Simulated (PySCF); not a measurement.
**What a change does: excited-state calculation on CH₆Al₂Cl₂**

System: CH₆Al₂Cl₂, SMILES [CH3][AlH-]1[Cl+][AlH2-][Cl+]1.
Method of run A: TDDFT HF/def2-SVPD, vertical, gas phase, core orbitals frozen in the response (PySCF 2.14.0).

The geometry comes from this level: PBE0-D3(BJ)/def2-SVP. Text and figures count atoms from 1; the logs count them from 0 in places.

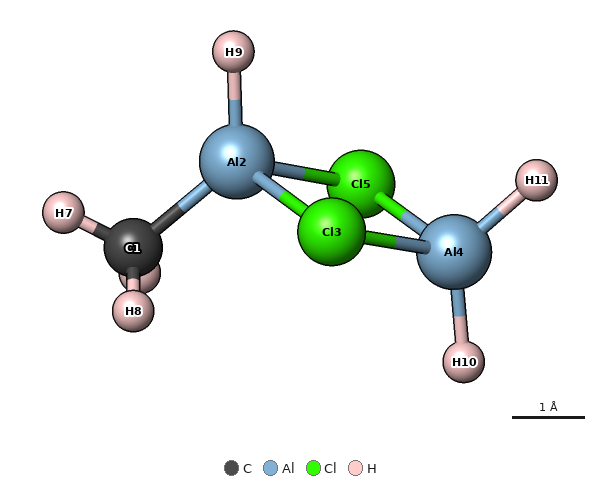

**Figure 1.** The structure (ball-and-stick view, seen at a tilt; atoms are numbered from 1 in the order of the input). Sticks mark near contacts.

**Input file, run A**
```
{"job": {"kind": "uv", "xc": "HF", "basis": "def2-SVPD", "ip": true}, "charge": 0, "multiplicity": 1}
C     -2.088027    -0.363395    -0.111325
Al    -0.604754     0.893525    -0.064352
Cl     0.929772     0.212043     1.553511
Al     2.452295    -0.363316    -0.086585
Cl     0.939224     0.286267    -1.704429
H     -2.120718    -0.901947    -1.072296
H     -3.054555     0.149519     0.018663
H     -1.997844    -1.119818     0.684704
H     -0.632718     2.470632    -0.017729
H      2.566283    -1.936210    -0.126881
H      3.631576     0.682766    -0.057432
```

The first line tells a small driver script what to run in PySCF; the rest is the geometry in Å.

Hardware: 1 CPU thread, shared host.

**Output (run A)**
```
final grid: 90712 points
cycle   1  E = -1443.8600197377  dE =  2.535e-02  |g| = 3.458e-01  |ddm| = 3.286e+00
cycle   2  E = -1443.9089398172  dE = -4.892e-02  |g| = 1.072e-01  |ddm| = 8.160e-01
cycle   3  E = -1443.9135716644  dE = -4.632e-03  |g| = 3.604e-02  |ddm| = 2.656e-01
cycle   4  E = -1443.9141671259  dE = -5.955e-04  |g| = 3.932e-03  |ddm| = 1.011e-01
cycle   5  E = -1443.9141791270  dE = -1.200e-05  |g| = 1.102e-03  |ddm| = 1.392e-02
cycle   6  E = -1443.9141800193  dE = -8.923e-07  |g| = 3.586e-04  |ddm| = 3.248e-03
cycle   7  E = -1443.9141801172  dE = -9.789e-08  |g| = 7.914e-05  |ddm| = 1.003e-03
cycle   8  E = -1443.9141801221  dE = -4.905e-09  |g| = 1.650e-05  |ddm| = 2.610e-04
cycle   9  E = -1443.9141801222  dE = -1.476e-10  |g| = 4.754e-06  |ddm| = 4.462e-05
converged SCF energy = -1443.9141801222

Static polarisability (au): isotropic 84.856, principal 78.929 81.033 94.604

Singlet excitations
state   eV       nm        f      main configurations
  1   7.7267    160.5   0.00218   H->L+2 0.56, H-1->L+4 0.13, H-1->L+2 0.10
  2   7.9700    155.6   0.00352   H-1->L+2 0.47, H->L+4 0.27
  3   8.4294    147.1   0.11870   H->L 0.34, H->L+1 0.16, H-1->L+3 0.15
  4   8.5384    145.2   0.06437   H->L+3 0.34, H-1->L+1 0.15, H-1->L+3 0.14
  5   8.9808    138.1   0.03019   H->L+1 0.21, H->L 0.21, H-1->L+1 0.18
  6   9.0112    137.6   0.00189   H-2->L+2 0.66
  7   9.2455    134.1   0.20597   H-1->L+1 0.17, H-1->L 0.12, H-1->L+3 0.11
  8   9.3636    132.4   0.27530   H->L+5 0.33, H->L 0.11, H-2->L 0.10
  9   9.8243    126.2   0.17493   H-3->L+2 0.37, H->L+6 0.20
 10   9.9847    124.2   0.29980   H-4->L+2 0.36, H-2->L+4 0.21

Triplet excitations (Tamm-Dancoff, eV): 6.9168 7.1292 7.4425 7.5933
Vertical ionisation energy (delta-SCF) = 9.8668 eV
```

Run B used a changed input.

**The two runs side by side**

| quantity | run A | run B |
| --- | --- | --- |
| outcome | converged | converged |
| total energy (hartree) | −1443.914180 | −1441.196608 |
| HOMO (eV) | −11.31 | −6.98 |
| LUMO (eV) | 1.66 | −1.82 |
| dipole moment (D) | 0.86 | 0.97 |
| lowest excitation (eV) | 7.73 | 5.23 |
| SCF iterations | 9 | 13 |
| strongest computed line (eV) | 9.98 | 6.81 |
| basis functions | 170 | 170 |
| wall time (shared host) | 18 s | 72 s |

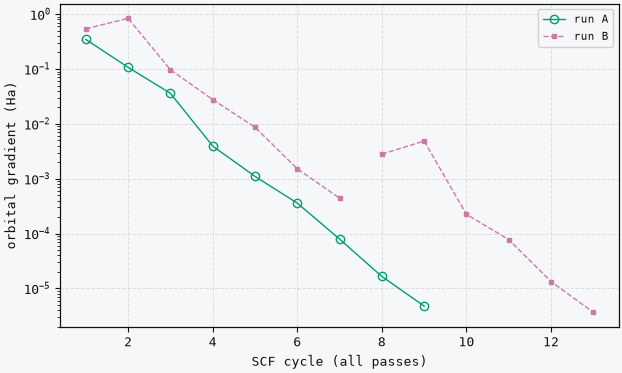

**Figure 2.** Convergence of the two runs: orbital gradient against the SCF cycle. A break in a curve parts two SCF passes (coarse and final grid). Run A takes 9 cycles in all, and run B takes 13.

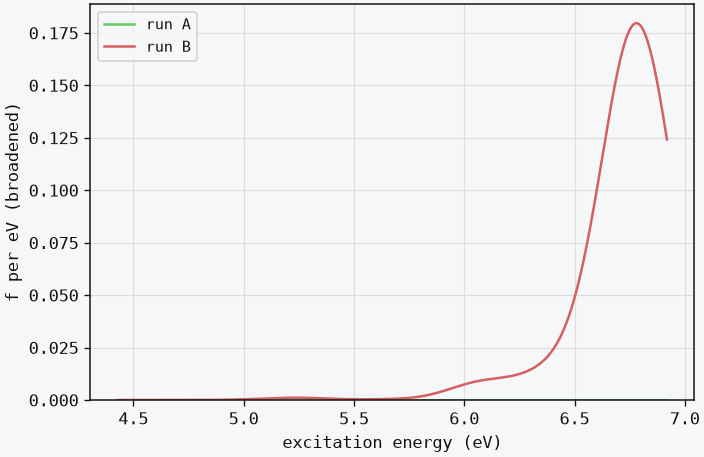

**Figure 3.** Absorption of the two runs from their computed states, each broadened by a Gaussian of 0.35 eV full width; the range ends where the shorter list of states ends.

Which change of the input explains these differences?

The change (lines with − go, lines with + come):
```diff
-"xc": "HF"
+"xc": "LDA"
```

The total energies belong to different methods, so their difference says nothing on which is more stable or more accurate. The HOMO goes from −11.31 to −6.98 eV. The LUMO goes from 1.66 to −1.82 eV. The dipole moment goes from 0.86 to 0.97 D. The lowest excitation goes from 7.73 to 5.23 eV. The strongest computed line goes from 9.98 to 6.81 eV. The method changes from HF to LDA. Exact exchange removes part of the self-interaction error of semilocal functionals, which pushes filled and empty levels apart. The SCF takes 13 iterations against 9.

**Output (run B)**
```
coarse grid: 11304 points
cycle   1  E = -1440.9609687752  dE =  8.214e-03  |g| = 5.413e-01  |ddm| = 3.705e+00
cycle   2  E = -1440.8300395692  dE =  1.309e-01  |g| = 8.387e-01  |ddm| = 1.687e+00
cycle   3  E = -1441.0397937122  dE = -2.098e-01  |g| = 9.679e-02  |ddm| = 1.131e+00
cycle   4  E = -1441.0428145080  dE = -3.021e-03  |g| = 2.768e-02  |ddm| = 1.924e-01
cycle   5  E = -1441.0429975308  dE = -1.830e-04  |g| = 8.686e-03  |ddm| = 5.720e-02
cycle   6  E = -1441.0430236225  dE = -2.609e-05  |g| = 1.514e-03  |ddm| = 1.676e-02
cycle   7  E = -1441.0430242908  dE = -6.683e-07  |g| = 4.419e-04  |ddm| = 2.610e-03
final grid: 90712 points
cycle   8  E = -1441.1966057356  dE = -1.215e-05  |g| = 2.806e-03  |ddm| = 4.167e-02
cycle   9  E = -1441.1966013633  dE =  4.372e-06  |g| = 4.862e-03  |ddm| = 7.921e-03
cycle  10  E = -1441.1966078026  dE = -6.439e-06  |g| = 2.239e-04  |ddm| = 5.405e-03
cycle  11  E = -1441.1966078185  dE = -1.593e-08  |g| = 7.749e-05  |ddm| = 4.970e-04
cycle  12  E = -1441.1966078206  dE = -2.043e-09  |g| = 1.334e-05  |ddm| = 1.397e-04
cycle  13  E = -1441.1966078206  dE = -6.412e-11  |g| = 3.655e-06  |ddm| = 2.611e-05
converged SCF energy = -1441.1966078206

Static polarisability (au): isotropic 98.959, principal 91.526 92.224 113.126

Singlet excitations
state   eV       nm        f      main configurations
  1   5.2294    237.1   0.00041   H->L 1.00
  2   5.6718    218.6   0.00012   H-1->L 0.99
  3   6.0737    204.1   0.00291   H->L+1 0.99
  4   6.3616    194.9   0.00327   H->L+2 0.96
  5   6.3872    194.1   0.00009   H-2->L 0.99
  6   6.5434    189.5   0.00317   H-1->L+1 0.95
  7   6.6512    186.4   0.00089   H->L+4 0.95
  8   6.7253    184.4   0.02320   H->L+3 0.51, H-1->L+2 0.35
  9   6.8065    182.2   0.04083   H-1->L+2 0.60, H->L+3 0.24, H->L+5 0.08
 10   6.9191    179.2   0.00540   H-3->L 0.77, H->L+5 0.18

Triplet excitations (Tamm-Dancoff, eV): 5.0843 5.4674 5.9592 6.2000
Vertical ionisation energy (delta-SCF) = 9.4228 eV
Vertical electron affinity (delta-SCF) = -0.1109 eV
```
